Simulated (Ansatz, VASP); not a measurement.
**HgSb in two plane-wave programs**

Aim: how closely do two programs agree when they are given the same cell, functional and k mesh? The cell is invented: As first built, before any earlier steps moved the atoms (in the runner's words): it takes the LaHg structure with some of its atoms replaced by other elements, volume scaled by an estimate. It may not be a known or stable phase. The cell is taken from a series of VASP runs on this material, whose earlier steps may have relaxed, scaled or displaced it; both programs get it as it stands. Valence electrons are named where the data sets of a main pair hold unlike numbers.

Program: Ansatz 0.2.0. Level of theory: plane waves, with VASP 6.6.1 beside it; band structure at PBEsol with D3(BJ) and single point at PBEsol with D3(BJ). Results are calculated unless marked as measured.

### 1. Starting point

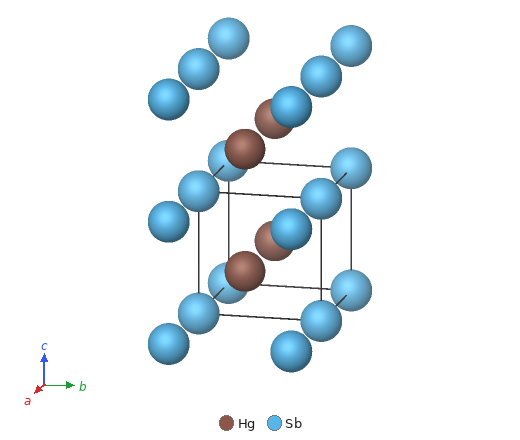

The cell as given, slightly off an axis (mercury brown, antimony blue). 2×1×2 cells are drawn. Some periodic images of atoms are drawn too.

### 2. Ansatz: band structure, PBEsol with D3(BJ)

Ansatz runs on its default PAW (the set named soft_2) files.

A single point gives forces, pressure and levels at one fixed geometry, so differences don't come from the geometry; what else differs is listed under the comparison.

The input, input.yaml:

```yaml
crystal:
  lattice:
    - [3.6045415904, 0.0, 0.0]
    - [0.0, 3.6045415904, 0.0]
    - [0.0, 0.0, 3.6045415904]
  atoms:
    - { symbol: Hg, position: [0.5, 0.5, 0.5] }
    - { symbol: Sb, position: [0.0, 0.0, 0.0] }
hamiltonian:
  xc: pbesol
  pseudopotentials: { kind: paw }
  dispersion: d3bj
kpoints:
  mp_grid: { grid: [5, 5, 5] }
  band_path:
    path:
      - [0.0, 0.0, 0.0]
      - [0.0, 0.1, 0.0]
      - [0.0, 0.2, 0.0]
      - [0.0, 0.3, 0.0]
      - [0.0, 0.43333, 0.0]
      - [0.0, 0.5, 0.0]
      - [0.1, 0.5, 0.0]
      - [0.2, 0.5, 0.0]
      - [0.33333, 0.5, 0.0]
      - [0.43333, 0.5, 0.0]
      - [0.5, 0.5, 0.0]
      - [0.36667, 0.36667, 0.0]
      - [0.26667, 0.26667, 0.0]
      - [0.16667, 0.16667, 0.0]
      - [0.06667, 0.06667, 0.0]
      - [0.03333, 0.03333, 0.03333]
      - [0.13333, 0.13333, 0.13333]
      - [0.23333, 0.23333, 0.23333]
      - [0.33333, 0.33333, 0.33333]
      - [0.46667, 0.46667, 0.46667]
      - [0.46667, 0.5, 0.46667]
      - [0.36667, 0.5, 0.36667]
      - [0.23333, 0.5, 0.23333]
      - [0.13333, 0.5, 0.13333]
      - [0.03333, 0.5, 0.03333]
      - [0.5, 0.5, 0.03333]
      - [0.5, 0.5, 0.16667]
      - [0.5, 0.5, 0.26667]
      - [0.5, 0.5, 0.36667]
      - [0.5, 0.5, 0.5]
    npoints: 1
scf:
  occupations: { method: fermi_dirac, width: 0.05 }
  n_extra_bands: 7
output:
  forces: true
  stress: true
  eigenvalues: true
```

Command:

```
$ ansatz run input.yaml --threads 2 --pin off --max-ram 4608MiB --backend cpu --events-out ev --progress --plain --runs-dir out
```

Numbers of over 12 decimals in the logs are rounded to 6 here.

Log:

```text
scf.n_extra_bands = 7 over 18 filled bands (N_el = 35.0): the run solves 25 bands
Engine: ansatz 0.2.0, aarch64-unknown-linux-gnu
Pseudopotentials: kind: paw
Pseudopotential: Hg, paw, valence charge 20, recommended cutoff 420 eV (normal), Hg.paw.azcp
Pseudopotential: Sb, paw, valence charge 15, recommended cutoff 420 eV (normal), Sb.paw.azcp
Functional definition: PBEsol
  exchange = pbesol_x
  correlation = pbesol_c
Crystal: 2 atoms, lattice volume = 46.833 Å³
Basis set: ecut = 420 eV, 925 PW (Γ), exchange–correlation on 50×50×50 points (8 copies of the dense FFT grid, shifted against one another)
Bands: 25, of which v1, the nominal top of the filled ones, is band 18 counted from 1 (17 counted from 0)
Symmetry: 48 space group operations
Space group: Pm-3m (ITA 221), of the structure as read, at distance tolerance 3.6e-5 Å
k-points: 10 of 125
Non-local potential: Hg, projectors of the file, l = 0: 3, l = 1: 2, l = 2: 2, l = 3: 1
Non-local potential: Sb, projectors of the file, l = 0: 2, l = 1: 2, l = 2: 2, l = 3: 2
PAW form: soft (Blöchl's): semilocal exchange-correlation on the pseudo side does not see the compensation charge
PAW frozen core: Hg, regenerated for the run's functional, and the local potential with it (the file was generated under x = pbe(κ = 0.804, μ = 0.219515), c = pbe(β = 0.066725))
PAW frozen core: Sb, regenerated for the run's functional, and the local potential with it (the file was generated under x = pbe(κ = 0.804, μ = 0.219515), c = pbe(β = 0.066725))
PAW one-centre angular grid: Hg, 590 points (default); XC on 64 Gauss nodes
PAW one-centre angular grid: Sb, 590 points (default); XC on 64 Gauss nodes
Initial density: superposition of atomic densities (neutral atoms: chi_scale 0, normalization atom), corrected by the library's trained network
Initial wavefunctions: pseudopotential atomic-orbital guess
Functional: x = pbesol(κ = 0.804, μ = 0.123457), c = pbesol(β = 0.046)
SCF iter   1: F=—  HF=-20076.807712 eV  |F-HF|=—  |Δ(HF+E_count)|=         —  Δρ=3.67e-3  dr2=6.11e-3  ethr=1.77e-3  ⟨swp⟩=6.5  Hψ=1186  notcnv=0  defer=3
preconditioner: auto → Resta (q_TF=auto, 2.599 Å⁻¹)  ε∞=3.7  [insulator: Δε(μ)=0.306 eV  Ē_g=13.686 eV  σ=0.050 eV  W_gap=0.52  n_scr=18 (ndim 8)  ℏωp=22.4 eV  f_vac=0.000  D(μ)=1.93/eV (n_scr^D=18)  ε∞_Penn≈3.7]
SCF iter   2: F=—  HF=-20076.805081 eV  |F-HF|=—  |Δ(HF+E_count)|=   2.63e-3  Δρ=1.61e-3  dr2=1.32e-3  ethr=1.75e-5  ⟨swp⟩=2.7  Hψ=503  notcnv=0  defer=6
SCF iter   3: F=—  HF=-20076.804626 eV  |F-HF|=—  |Δ(HF+E_count)|=   4.55e-4  Δρ=3.15e-4  dr2=5.28e-5  ethr=3.78e-6  ⟨swp⟩=2.2  Hψ=334  notcnv=0  defer=6
SCF iter   4: F=—  HF=-20076.804601 eV  |F-HF|=—  |Δ(HF+E_count)|=   2.48e-5  Δρ=4.95e-5  dr2=7.60e-7  ethr=1.51e-7  ⟨swp⟩=2.1  Hψ=323  notcnv=0  defer=6
SCF iter   5: F=—  HF=-20076.804601 eV  |F-HF|=—  |Δ(HF+E_count)|=   1.16e-7  Δρ=1.89e-5  dr2=1.18e-7  ethr=2.17e-9  ⟨swp⟩=2.4  Hψ=385  notcnv=0  defer=6
SCF iter   6: F=-20076.804601 eV  HF=-20076.804601 eV  |F-HF|=5.60e-10  |Δ(HF+E_count)|=   1.28e-8  Δρ=2.85e-6  dr2=3.20e-9  ethr=2.86e-10  ⟨swp⟩=8.8  Hψ=1159  notcnv=0
SCF 1 converged in 6 iterations: F = -20076.804601 eV  dr2 = 3.20e-9
  greatest PAW one-centre occupation: 1.000 electrons in one spin orbital (limit 2), on the Hg atom at site 0 (counted from 0), in its partial waves of l = 0
NSCF: frozen V_eff on 30 k-points
SCF converged after 6 iterations
Free energy (F): -20076.804601 eV
Harris-Foulkes:  -20076.804601 eV  (|F-HF|=5.60e-10)
Internal energy: -20076.791047 eV  (E = F + TS)
E sigma→0 (E₀):  -20076.797824 eV
Entropy (-TS):   -0.013554 eV (-6.777 meV/atom)
Fermi energy:    14.563716 eV
--- Per-component energies (eV) ---
  E_band       = -504.586325
  E_kinetic    = 813.186203
  E_local      = -3876.065138  (includes V_loc(G=0)·N_el)
  E_nonlocal   = 438.708608
  E_hartree    = 1708.023946
  E_xc         = -358.036127
  E_vxc        = -360.384030  (∫ρ·V_xc dr)
  E_paw        = -14299.113942  (= ΣΔE_a)
  E_vpaw       = -936.077960  (= ΣTr[D̂ρ^β])
  E_aug_tail   = 0.000885  (compensation charges beyond the density's cutoff)
  E_ewald      = -4503.153039
  E_disp       = -1.002952  (pairwise vdW)
  E_core_change = 0.660508  (= ΣΔE_core)
  E_smearing   = -0.013554  (= −TS)
  E_closure    = 0.000000  (closes the sum)
  Σ components = -20076.804601   (vs F -20076.804601, Δ=0.00e0)
--- Forces (eV/Å), atoms counted from 1 ---
  atom   1  Hg     0.00000000    -0.00000000    -0.00000000
  atom   2  Sb    -0.00000000     0.00000000     0.00000000
  max |Σ_I F_I| component: 1.87e-29 eV/Å
--- Stress (GPa, compression-positive) ---
       -0.156885       0.000000      -0.000000
        0.000000      -0.156885       0.000000
        0.000000       0.000000      -0.156885
  P = ⅓ Tr σ = -0.1569 GPa (-1.569 kbar)
--- Band table (eV; the first three rows and the last of 10) ---
  k-point 0: bands = [... 14 lower, 7.6280, 13.6484, 14.2002, 14.2002, 14.2002, 20.2349, 20.2349, 25.9773, ... 3 higher]
  k-point 1: bands = [... 14 lower, 7.6329, 10.7535, 14.8674, 14.8674, 15.9652, 20.2463, 22.2096, 23.6920, ... 3 higher]
  k-point 2: bands = [... 14 lower, 7.6409, 8.6996, 16.4074, 16.4074, 17.4064, 19.7085, 20.2687, 20.7463, ... 3 higher]
  k-point 9: bands = [... 14 lower, 7.9215, 11.0145, 13.0368, 13.0368, 13.7540, 16.2187, 16.2187, 18.2234, ... 3 higher]
```

It took 1.7 s on 2 threads of Arm Neoverse V2, shared host; peak memory 0.29 GiB.

Reading the cycles: dr2 is the Hartree energy of the density residual (eV), the measure of convergence; HF is the Harris–Foulkes estimate of the energy, which meets the free energy F at convergence.

### 3. VASP: band structure, PBEsol with D3(BJ)

The same cell, functional, mesh and smearing now go to VASP, with its own data sets.

Lines of VASP's logs that name or quote its potential files are left out, and so is its time.

The input, INCAR:

```
SYSTEM = HgSb
PREC = Accurate
ENCUT = 400
EDIFF = 1E-06
NELM = 100
ISMEAR = -1
SIGMA = 0.05
LREAL = .FALSE.
ALGO = Normal
GGA = PS
IVDW = 12
NBANDS = 20
LORBIT = 11
LWAVE = .FALSE.
LCHARG = .FALSE.
```

The input, POSCAR:

```
HgSb
1.0
    3.6045415904      0.0000000000      0.0000000000
    0.0000000000      3.6045415904      0.0000000000
    0.0000000000      0.0000000000      3.6045415904
Hg Sb
1 1
Direct
    0.5000000000      0.5000000000      0.5000000000
    0.0000000000      0.0000000000      0.0000000000
```

The input, KPOINTS:

```
Automatic mesh
0
Gamma
5 5 5
0 0 0
```

The input, KPOINTS_OPT:

```
Line mode
16
Line-mode
Reciprocal
  0.00000000   0.00000000   0.00000000 GAMMA
  0.00000000   0.50000000   0.00000000 X

  0.00000000   0.50000000   0.00000000 X
  0.50000000   0.50000000   0.00000000 M

  0.50000000   0.50000000   0.00000000 M
  0.00000000   0.00000000   0.00000000 GAMMA

  0.00000000   0.00000000   0.00000000 GAMMA
  0.50000000   0.50000000   0.50000000 R

  0.50000000   0.50000000   0.50000000 R
  0.00000000   0.50000000   0.00000000 X

  0.50000000   0.50000000   0.00000000 M
  0.50000000   0.50000000   0.50000000 R
```

PAW data sets: Hg and Sb (PBE family, release 64).

Command:

```
$ mpirun -np 1 vasp_std
```

Log:

```text
[banner, memory and clock lines left out]
running    1 mpi-ranks, on    1 nodes
 distrk:  each k-point on    1 cores,    1 groups
 distr:  one band on    1 cores,    1 groups

 POSCAR found type information on POSCAR HgSb
 POSCAR found :  2 types and       2 ions
|                                                                             |
|               ----> ADVICE to this user running VASP <----                  |
|                                                                             |
|     You enforced a specific xc type in the INCAR file but a different       |
|     [... a line on the potential file left out ...]
|     I HOPE YOU KNOW WHAT YOU ARE DOING!                                     |
|                                                                             |

 LDA part: xc-table for (Slater+PW92), standard interpolation
 POSCAR, INCAR and KPOINTS ok, starting setup
 FFT: planning ... GRIDC
 FFT: planning ... GRID_SOFT
 FFT: planning ... GRID
 WAVECAR not read
 entering main loop
       N       E                     dE             d eps       ncg     rms          rms(c)
DAV:   1     0.824075184744E+02    0.82408E+02   -0.58297E+03   408   0.578E+02
DAV:   2    -0.239275625101E+01   -0.84800E+02   -0.78623E+02   464   0.174E+02
DAV:   3    -0.498309649887E+01   -0.25903E+01   -0.25753E+01   488   0.300E+01
DAV:   4    -0.499171455961E+01   -0.86181E-02   -0.86173E-02   444   0.193E+00
DAV:   5    -0.499177333748E+01   -0.58778E-04   -0.58777E-04   492   0.160E-01    0.521E+00
DAV:   6    -0.484433771868E+01    0.14744E+00   -0.24586E-01   460   0.595E+00    0.427E+00
DAV:   7    -0.483665859772E+01    0.76791E-02   -0.26909E-02   436   0.982E-01    0.219E+00
DAV:   8    -0.483402256335E+01    0.26360E-02   -0.30363E-03   420   0.501E-01    0.729E-02
DAV:   9    -0.483398496325E+01    0.37600E-04   -0.15673E-04   480   0.139E-01    0.163E-02
DAV:  10    -0.483399029840E+01   -0.53352E-05   -0.14215E-05   452   0.317E-02    0.849E-03
DAV:  11    -0.483399141204E+01   -0.11136E-05   -0.11481E-06   396   0.932E-03    0.123E-03
DAV:  12    -0.483399136622E+01    0.45816E-07   -0.68339E-08   244   0.200E-03
   1 F= -.58366442E+01 E0= -.58298829E+01  d E =-.135226E-01
 Start KPOINTS_OPT (optional k-point list driver)
k-point batch [1-10\96]
       N       E                     dE             ncg
DAV:   1     0.989908246551E+03    0.11788E+03      400
DAV:   2     0.102166912365E+03   -0.88774E+03      452
DAV:   3     0.771377158347E+02   -0.25029E+02      532
DAV:   4     0.770558912008E+02   -0.81825E-01      432
DAV:   5     0.770552928065E+02   -0.59839E-03      480
DAV:   6     0.770552862371E+02   -0.65694E-05      480
DAV:   7     0.770552861584E+02   -0.78681E-07      412
[...]
k-point batch [91-96\96]
       N       E                     dE             ncg
DAV:   1     0.303260282169E+04   -0.30942E+04      248
DAV:   2     0.257720281390E+04   -0.45540E+03      252
DAV:   3     0.256363809083E+04   -0.13565E+02      304
DAV:   4     0.256360389759E+04   -0.34193E-01      312
DAV:   5     0.256360368835E+04   -0.20923E-03      312
DAV:   6     0.256360368639E+04   -0.19643E-05      316
DAV:   7     0.256360368637E+04   -0.20267E-07      252
```

Parts of OUTCAR (step 3):

```text
ion  position               nearest neighbor table
   1  0.500  0.500  0.500-   2 3.12   2 3.12   2 3.12   2 3.12   2 3.12   2 3.12   2 3.12   2 3.12

  LATTYP: Found a simple cubic cell.
 ALAT       =     3.6045415904

 Subroutine GETGRP returns: Found 48 space group operations
 (whereof 48 operations were pure point group operations)

The static configuration has the point symmetry O_h .

 Found     10 irreducible k-points:

   k-points           NKPTS =     10   k-points in BZ     NKDIM =     10   number of bands    NBANDS=     20

   dimension x,y,z NGX =    24 NGY =   24 NGZ =   24
   dimension x,y,z NGXF=    48 NGYF=   48 NGZF=   48

   ENCUT  =  400.0 eV  29.40 Ry    5.42 a.u.   5.88  5.88  5.88*2*pi/ulx,y,z

   NELECT =      17.0000    total number of electrons

 k-points in reciprocal lattice and weights: Automatic mesh
   0.00000000  0.00000000  0.00000000       0.008
   0.20000000  0.00000000  0.00000000       0.048
   0.40000000  0.00000000  0.00000000       0.048
   0.20000000  0.20000000  0.00000000       0.096
   0.40000000  0.20000000  0.00000000       0.192
   0.40000000  0.40000000  0.00000000       0.096
   0.20000000  0.20000000  0.20000000       0.064
   0.40000000  0.20000000  0.20000000       0.192
   0.40000000  0.40000000  0.20000000       0.192
   0.40000000  0.40000000  0.40000000       0.064

 average (electrostatic) potential at core
       1 -36.8512       2 -86.4074

 E-fermi :   6.6622

 k-point     1 :       0.0000    0.0000    0.0000
  band No.  band energies     occupation
    ...
      6      -0.2793      2.00000
      7       5.7414      2.00000
      8       6.3100      1.99826
      9       6.3100      1.99826
     10       6.3100      1.99826
     11      12.2550      0.00000
     12      12.2550      0.00000
     13      18.0816      0.00000
     14      18.0816      0.00000
     15      18.0816      0.00000
    ...

 k-point     2 :       0.2000    0.0000    0.0000
  band No.  band energies     occupation
    ...
      3      -0.8805      2.00000
      4      -0.4328      2.00000
      5      -0.4328      2.00000
      6      -0.2739      2.00000
      7       2.8483      2.00000
      8       6.9753      0.00381
      9       6.9753      0.00381
     10       8.0586      0.00000
     11      12.2879      0.00000
     12      14.2364      0.00000
    ...

 k-point     3 :       0.4000    0.0000    0.0000
  band No.  band energies     occupation
    ...
      3      -0.8870      2.00000
      4      -0.6557      2.00000
      5      -0.6557      2.00000
      6      -0.2653      2.00000
      7       0.7905      2.00000
      8       8.5087      0.00000
      9       8.5087      0.00000
     10       9.5015      0.00000
     11      11.8131      0.00000
     12      12.3534      0.00000
    ...

 Edisp (eV)   -1.00265

  Total      -0.00181    -0.00181    -0.00181     0.00000    -0.00000    -0.00000
  in kB      -0.06189    -0.06189    -0.06189     0.00000    -0.00000    -0.00000
  external pressure =       -0.06 kB  Pullay stress =        0.00 kB

  energy-cutoff  :      400.00
  volume of cell :       46.83
      direct lattice vectors                 reciprocal lattice vectors
     3.604541590  0.000000000  0.000000000     0.277427788  0.000000000  0.000000000
     0.000000000  3.604541590  0.000000000     0.000000000  0.277427788  0.000000000
     0.000000000  0.000000000  3.604541590     0.000000000  0.000000000  0.277427788

 POSITION                                       TOTAL-FORCE (eV/Angst)
 -----------------------------------------------------------------------------------
      1.80227      1.80227      1.80227         0.000000      0.000000      0.000000
      0.00000      0.00000      0.00000         0.000000      0.000000      0.000000
 -----------------------------------------------------------------------------------
    total drift:                                0.000000     -0.000000     -0.000000

  FREE ENERGIE OF THE ION-ELECTRON SYSTEM (eV)
  ---------------------------------------------------
  free  energy   TOTEN  =        -5.8366442396 eV

  energy  without entropy=       -5.8231216009  energy(sigma->0) =       -5.82988292

 total charge
# of ion       s       p       d       tot
------------------------------------------
    1        0.894   0.340   9.299  10.533
    2        1.264   1.027   0.040   2.331
--------------------------------------------------
tot          2.158   1.366   9.339  12.864

[... 3 further parts left out ...]
```

Spin-orbit coupling is off here; with elements this heavy it splits and shifts levels by tenths of an eV or more.

[end of part 1 of 2]

[Lines on the potential files, build, host, timing and source positions are cut from VASP's logs without a mark.]

[Logs are printed without paths, hosts, clocks, repeated set-up lines and the standing remarks that a program may print on its own settings, such as how far it seeks lower states.]

[Hosts, paths, dates, database ids (printed as entryN), source tags and the programs' standing remarks are cut or masked in the printed files.]
